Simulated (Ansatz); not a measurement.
Input

```
crystal:
  periodic: [false, false, false]
  atoms:
    - { symbol: B, position_ang: [0.0, 0.0, 0.0] }
    - { symbol: H, position_ang: [0.0, 0.0, 1.54] }
    - { symbol: H, position_ang: [1.0305, 0.0, -0.595] }
    - { symbol: C, position_ang: [-1.3856, 0.0, -0.8] }
    - { symbol: H, position_ang: [-1.9458, -0.9305, -0.5708] }
    - { symbol: H, position_ang: [-1.9898, 0.8797, -0.4946] }
    - { symbol: H, position_ang: [-1.1839, 0.0508, -1.8903] }
    - { symbol: Cl, position_ang: [0.0903, -2.0478, 0.6811] }
    - { symbol: H, position_ang: [0.0386, -0.8759, 1.6586] }
basis:
  gaussian: { orbitals: def2-SVP }
hamiltonian:
  xc: b3lyp
  dispersion: d4
relax:
  f_tol: 0.15
  max_steps: 25
  restrain:
    - { distance: [0, 7], at: 1.86, k: 30.0 }
    - { distance: [8, 1], at: 0.66, k: 30.0 }
    - { distance: [0, 1], at: 2.39, k: 30.0 }
    - { distance: [8, 7], at: 2.57, k: 30.0 }
output:
  orbitals: {}
```

Launched as:

```sh
ansatz run input.yaml --threads 2 --pin off --max-ram 3072MiB --backend cpu --events-out ev --progress --plain --runs-dir out
```

The fields are those of the run's last geometry, not of the input's.

Not at a stationary point (largest force 1.7 eV/Å).

These are results of RKS B3LYP-D4/def2-SVP (Ansatz), not measurements.

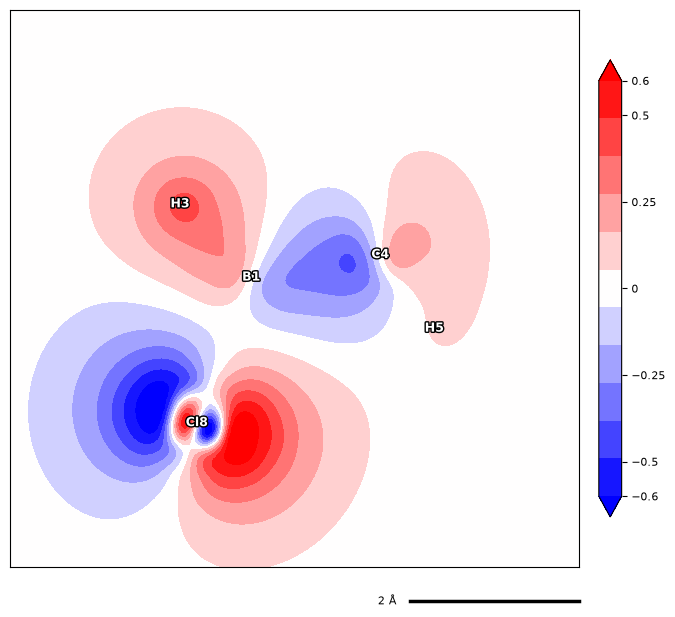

CH₄BCl···H₂. The HOMO on the plane of atoms H3, B1 and Cl8 (values in Å⁻³ᐟ²; the overall sign is arbitrary).

### Where does this orbital lie, and at what energy?

By Hirshfeld shares it lies mainly on Cl8 (about 70 %), B1 (about 10 %), C4 (about 10 %) and H3 (about 10 %); largely a lone pair of Cl8. Its energy is −7.97 eV.
